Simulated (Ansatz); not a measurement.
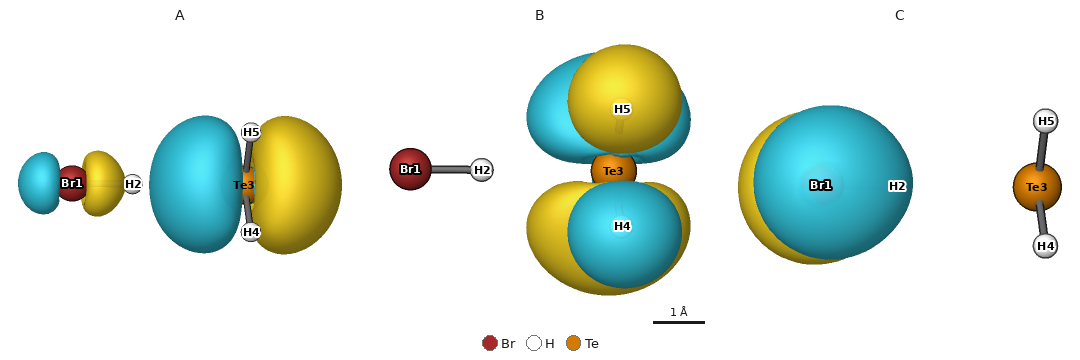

The picture shows: HBr···H2Te (SMILES Br.[TeH2]). Three frontier orbitals at ±0.08 Å⁻³ᐟ² (yellow and cyan are the two phases), in no order.

Geometry: PBE0-D4/def2-TZVP; core potentials replace the inner electrons of Te.

Theory: RKS PBE0-D4/def2-TZVPPD in Ansatz 0.2.0.

Input file:

```
crystal:
  periodic: [false, false, false]
  atoms:
    - {symbol: Br, position_ang: [-0.096428, 0.300550, -2.762748]}
    - {symbol: H, position_ang: [0.082512, -0.090081, -1.383313]}
    - {symbol: Te, position_ang: [0.366689, -0.730690, 1.188598]}
    - {symbol: H, position_ang: [-1.209515, -0.298431, 1.452527]}
    - {symbol: H, position_ang: [0.856742, 0.818652, 1.504936]}
basis:
  gaussian: {orbitals: "def2-TZVPPD.json"}
hamiltonian: {xc: pbe0, dispersion: d4}
output: {orbitals: {seedname: orbitals}}
```

Launched as:

```sh
ansatz run in.yaml --threads 4 --pin off --events-out ev --progress --plain --max-ram 9574MiB
```

Q: Which picture is the HOMO−1, the HOMO and the LUMO?

A: C is the HOMO−1 (−8.30 eV). It lies mainly on Br1 (about 95 %); largely a lone pair of Br1. A is the HOMO (−7.15 eV). Its weight (Hirshfeld) is mainly on Te3 (about 85 %). B is the LUMO (−1.18 eV). Its weight (Hirshfeld) is mainly on Te3 (about 70 %), H4 (about 15 %) and H5 (about 15 %).

Q: What is the HOMO–LUMO gap?

A: 5.97 eV between the orbital energies.
